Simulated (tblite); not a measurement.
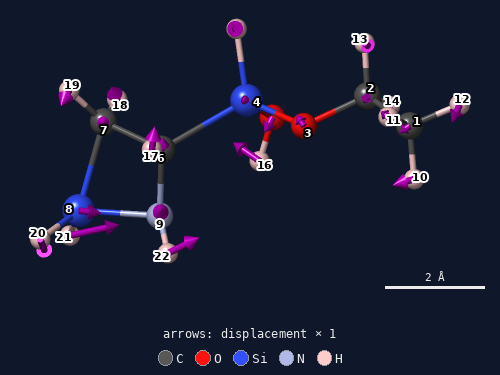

A relaxation of C$_{4}$H$_{13}$NO$_{2}$Si$_{2}$. The starting structure is drawn; purple arrows show the displacements, at their true length. The two geometries are superimposed by the best rigid fit.

Style: ball-and-stick. Shown from a free direction.

The calculation used tblite 0.8.0, GFN2-xTB geometry optimisation, gas phase. 

**What did the optimiser do to the structure, and how much energy did it gain?**

The atom that moves furthest after the best rigid fit is an H atom (1.04 Å). Largest moves by element: H 1.04 Å, N 0.72 Å, Si 0.47 Å, O 0.36 Å, C 0.33 Å. Some distances before and after: C–Si 2.021 → 1.896 Å, O–Si 1.661 → 1.613 Å, O–Si 1.679 → 1.634 Å, C–C 1.578 → 1.539 Å. Among the angles between lasting bonds that change: Si–N–H 111.2° → 136.8°, N–Si–H 109.4° → 120.3°, H–Si–H 119.8° → 109.8°. Groups turn about O–Si by about 70°, C–C by about 30°, C–Si by about 25°. The energy falls by 18.3 kcal/mol in 180 geometry steps.
